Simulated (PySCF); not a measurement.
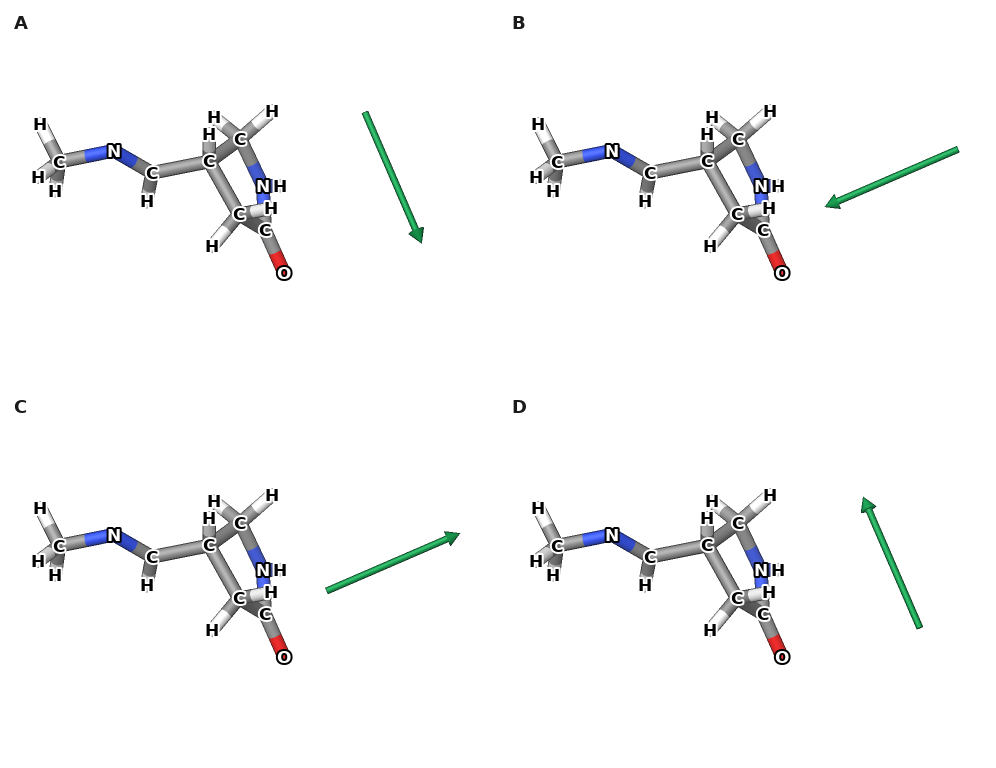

The same molecule four times, each with an arrow. The computed structure is the end point of a GFN2-xTB optimisation. No frequency run is at hand to confirm it as a minimum. Method: PBE0/pcSseg-1, gas phase (PySCF 2.14.0).

Which arrow points along the dipole moment, from the negative to the positive end?

Answer. D. The dipole moment is 3.34 D.
